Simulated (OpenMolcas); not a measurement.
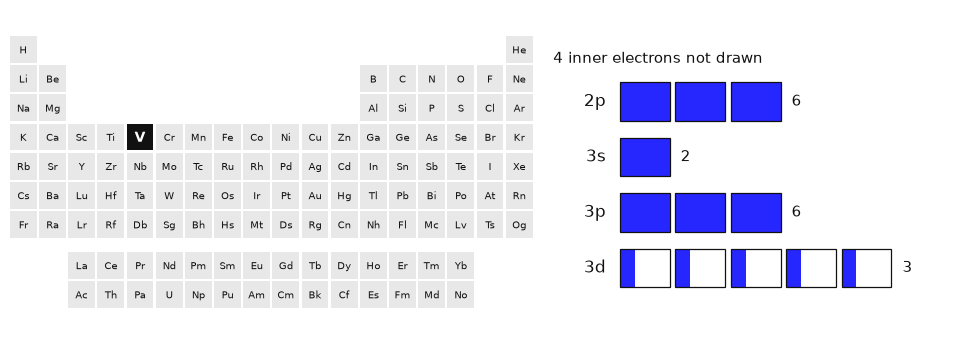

Figure 1. Left, the place of vanadium in the periodic table; right, the outer shells of the leading configuration of the lowest level: a box for each of the 2l + 1 orbitals, shaded by the share of the shell that is filled, with the electron count at the right.

V²⁺ complex: multiconfigurational calculation

System: V²⁺ with 4 ligands (Cl; tetrahedron, 2.47 Å), neutralised by 4 outer point charges of +0.5 e, whose field is part of the energies.
Method: state-averaged SS-CASPT2, IPEA shift 0.25, imaginary shift 0.1 hartree, closed shells 3s 3p of the metal and the valence shells of the ligands correlated, active space 3 electrons in the shell 3d, basis ANO-RCC-VDZP on the metal and ANO-RCC-VDZP on the ligands, DKH2 scalar Hamiltonian, spin-orbit coupling by RASSI with atomic mean-field integrals (OpenMolcas).

**Output (extracts)**
```
--- CASPT2 ---
Orbital specifications:
      -----------------------

      Symmetry species                           1
                                                 a
      Frozen orbitals                           25
      Inactive orbitals                         20
      Active orbitals                            5
      Secondary orbitals                        56
      Deleted orbitals                           0
      Number of basis functions                106
Type of calculation                        SS-CASPT2
      Fock operator                              state-specific
      IPEA shift                                 0.25
      Real shift                                 0.00
      Imaginary shift                            0.10
      The input orbitals will be transformed to quasi-canonical
Reference energy:       -2792.6377086259
      E2 (Non-variational):      -0.9027366232
      Shift correction:          -0.0014175655
      E2 (Variational):          -0.9041541887
      Total energy:           -2793.5418628146
      Residual norm:              0.0000005065
      Reference weight:           0.75077
      Contributions to the CASPT2 correlation energy
      Active & Virtual Only:         -0.0191255998
      One Inactive Excited:          -0.1304475093
      Two Inactive Excited:          -0.7531635141
Reference energy:       -2792.6377086259
      E2 (Non-variational):      -0.9042276634
      Shift correction:          -0.0014343840
      E2 (Variational):          -0.9056620475
      Total energy:           -2793.5433706733
      Residual norm:              0.0000006704
      Reference weight:           0.74994
      Contributions to the CASPT2 correlation energy
      Active & Virtual Only:         -0.0196727723
      One Inactive Excited:          -0.1310933561
      Two Inactive Excited:          -0.7534615351
::    CASPT2 Root  1     Total energy:  -2793.54186281
::    CASPT2 Root  2     Total energy:  -2793.54337067
::    CASPT2 Root  3     Total energy:  -2793.54242197
::    CASPT2 Root  4     Total energy:  -2793.53571711
::    CASPT2 Root  5     Total energy:  -2793.53364981
::    CASPT2 Root  6     Total energy:  -2793.53544359
::    CASPT2 Root  7     Total energy:  -2793.51731489
::    CASPT2 Root  8     Total energy:  -2793.48764681
::    CASPT2 Root  9     Total energy:  -2793.48703240
::    CASPT2 Root 10     Total energy:  -2793.48767420
--- CASPT2 ---
Orbital specifications:
      -----------------------

      Symmetry species                           1
                                                 a
      Frozen orbitals                           25
      Inactive orbitals                         20
      Active orbitals                            5
      Secondary orbitals                        56
      Deleted orbitals                           0
      Number of basis functions                106
Type of calculation                        SS-CASPT2
      Fock operator                              state-specific
      IPEA shift                                 0.25
      Real shift                                 0.00
      Imaginary shift                            0.10
      The input orbitals will be transformed to quasi-canonical
Reference energy:       -2792.5770429141
      E2 (Non-variational):      -0.9136715163
      Shift correction:          -0.0014415816
      E2 (Variational):          -0.9151130978
      Total energy:           -2793.4921560119
      Residual norm:              0.0000001884
      Reference weight:           0.74843
      Contributions to the CASPT2 correlation energy
      Active & Virtual Only:         -0.0229041965
      One Inactive Excited:          -0.1337794351
      Two Inactive Excited:          -0.7569878846
Reference energy:       -2792.5770429141
      E2 (Non-variational):      -0.9137050101
      Shift correction:          -0.0014483910
      E2 (Variational):          -0.9151534011
      Total energy:           -2793.4921963151
      Residual norm:              0.0000001889
      Reference weight:           0.74835
      Contributions to the CASPT2 correlation energy
      Active & Virtual Only:         -0.0229379244
      One Inactive Excited:          -0.1337778965
      Two Inactive Excited:          -0.7569891891
::    CASPT2 Root  1     Total energy:  -2793.49215601
::    CASPT2 Root  2     Total energy:  -2793.49219632
::    CASPT2 Root  3     Total energy:  -2793.49268612
::    CASPT2 Root  4     Total energy:  -2793.49252490
::    CASPT2 Root  5     Total energy:  -2793.49219172
::    CASPT2 Root  6     Total energy:  -2793.49013451
::    CASPT2 Root  7     Total energy:  -2793.49034630
::    CASPT2 Root  8     Total energy:  -2793.49051555
::    CASPT2 Root  9     Total energy:  -2793.48759419
::    CASPT2 Root 10     Total energy:  -2793.47662371
::    CASPT2 Root 11     Total energy:  -2793.47690527
::    CASPT2 Root 12     Total energy:  -2793.47721140
::    CASPT2 Root 13     Total energy:  -2793.46787621
::    CASPT2 Root 14     Total energy:  -2793.46797585
::    CASPT2 Root 15     Total energy:  -2793.46703031
::    CASPT2 Root 16     Total energy:  -2793.46952977
::    CASPT2 Root 17     Total energy:  -2793.47005098
::    CASPT2 Root 18     Total energy:  -2793.46967367
::    CASPT2 Root 19     Total energy:  -2793.46439714
::    CASPT2 Root 20     Total energy:  -2793.46457743
::    CASPT2 Root 21     Total energy:  -2793.45706475
::    CASPT2 Root 22     Total energy:  -2793.45710349
::    CASPT2 Root 23     Total energy:  -2793.45711923
::    CASPT2 Root 24     Total energy:  -2793.46448886
::    CASPT2 Root 25     Total energy:  -2793.46461019
::    CASPT2 Root 26     Total energy:  -2793.46286316
::    CASPT2 Root 27     Total energy:  -2793.46283328
::    CASPT2 Root 28     Total energy:  -2793.46288341
::    CASPT2 Root 29     Total energy:  -2793.42110281
::    CASPT2 Root 30     Total energy:  -2793.42106635
```

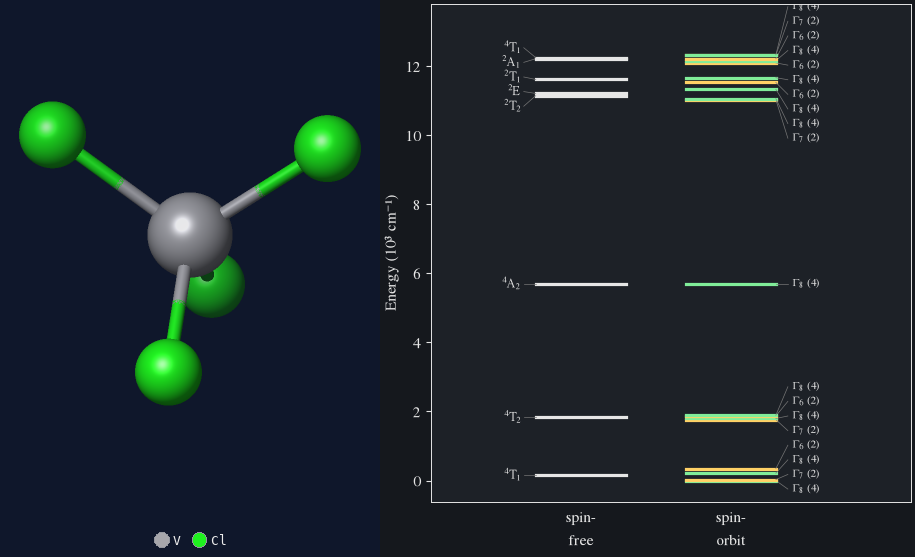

Figure 2. V²⁺ (3d³) with 4 ligands, Cl⁻, at 2.47 Å (arrangement: tetrahedron, Td), neutralised by outer point charges of +0.5 e, and its levels. Labels give the representation in O, Td, D4 or D3 as the site allows (double group for half-integer spin) where it could be assigned and, in brackets, the degeneracy; spin-free states, where drawn, share the zero of the spin-orbit levels. The ground level is Γ₈, 4-fold degenerate, 100 % from states of spin multiplicity 4. The next level lies at 27 cm⁻¹ (Γ₇). The lowest spin-free state is ⁴T₁, from the free-ion F term; of the same spin there follow at 1,670 cm⁻¹ (⁴T₂), 5,540 cm⁻¹ (⁴A₂) and 12,100 cm⁻¹ (⁴T₁) above it.

**Input file**
```
&GATEWAY
Coord
5

V 0.0 0.0 0.0
Cl 1.426055 1.426055 1.426055
Cl 1.426055 -1.426055 -1.426055
Cl -1.426055 1.426055 -1.426055
Cl -1.426055 -1.426055 1.426055
Basis=V.ANO-RCC-VDZP,Cl.ANO-RCC-VDZP
Group=NoSym
NoMove
AngMom=0.0 0.0 0.0
AMFI
RICD
XField
4 Angstrom 0
3.042636 3.042636 3.042636 0.500000
3.042636 -3.042636 -3.042636 0.500000
-3.042636 3.042636 -3.042636 0.500000
-3.042636 -3.042636 3.042636 0.500000
&SEWARD
&RASSCF
FileOrb=start.orb
Symmetry=1
Spin=4
nActEl=3 0 0
Inactive=45
Ras2=5
CIRoot=10 10 1
SDav=10
CIMx=300
Iter=150 100
PrWF=0.3
OrbListing=Nothing
MaxOrb=0
LevShft=1.0
>>> COPY $Project.JobIph JOB001
&RASSCF
FileOrb=start.orb
Symmetry=1
Spin=2
nActEl=3 0 0
Inactive=45
Ras2=5
CIRoot=40 40 1
SDav=40
CIMx=300
Iter=150 100
PrWF=0.3
OrbListing=Nothing
MaxOrb=0
LevShft=1.0
>>> COPY $Project.JobIph JOB002
&RASSI
NrOfJobIphs=2 10 40
1 2 3 4 5 6 7 8 9 10
1 2 3 4 5 6 7 8 9 10 11 12 13 14 15 16 17 18 19 20 21 22 23 24 25 26 27
28 29 30 31 32 33 34 35 36 37 38 39 40
IphNames
JOB001
JOB002
EJob
SpinOrbit
DIPRint=1.0
SOCoupling=1000.0
Subsets=2
Property=9
'ANGMOM' 1 'ANGMOM' 2 'ANGMOM' 3 'MLTPL  1' 1 'MLTPL  1' 2 'MLTPL  1' 3
'AMFI' 1 'AMFI' 2 'AMFI' 3
SOProperty=3
'ANGMOM' 1 'ANGMOM' 2 'ANGMOM' 3
>>> COPY JOB001 $Project.JobIph
&CASPT2
Multistate=10 1 2 3 4 5 6 7 8 9 10
NoMult
Frozen=25
IPEA=0.25
Imaginary=0.1
MaxIter=60
WThr=0.0 0.3 0.05
PrWF=0.5
NoMix
>>> COPY JOB002 $Project.JobIph
&CASPT2
Multistate=40 1 2 3 4 5 6 7 8 9 10 11 12 13 14 15 16 17 18 19 20 21 22
23 24 25 26 27 28 29 30 31 32 33 34 35 36 37 38 39 40
NoMult
Frozen=25
IPEA=0.25
Imaginary=0.1
MaxIter=60
WThr=0.0 0.3 0.05
PrWF=0.5
NoMix
```

The file start.orb holds starting orbitals from an earlier step. A driver script formed the levels outside the program, from RASSI's spin-orbit matrix and the CASPT2 energies (for multi-state variants, the effective Hamiltonian), averaged over the components of each term or state. The log and the time are those of the CASPT2 step.

Run as:
```bash
OMP_NUM_THREADS=1 MOLCAS_MEM=2457 MOLCAS_PROJECT=a pymolcas a.inp > a.log  # once for each step of the input, in one work folder
```

**Results in brief**

- outcome: converged; degenerate states are split by up to 454 cm⁻¹
- energy of the lowest spin-free term: −2793.54255 hartree
- energy of the lowest spin-orbit level: −2793.54326 hartree
- CASPT2 correlation energy: −0.9048 hartree
- largest spread among components of a term: 453.7 cm⁻¹
- lowest reference weight: 0.737
- hardware: 1 thread of Intel Xeon @ 2.50GHz (Skylake/Cascade Lake), 16 GiB of memory available, shared host
- wall time: 3.3 min
- peak memory: 0.18 GiB

**Remarks**

The components of ⁴T2, which symmetry makes degenerate, are split by 454 cm⁻¹ in CASPT2, and those of 9 more by over 50 cm⁻¹. This is an artefact; the levels of such states rest on averages and are uncertain by about as much. Limits: distances are set from ionic radii, not optimised.
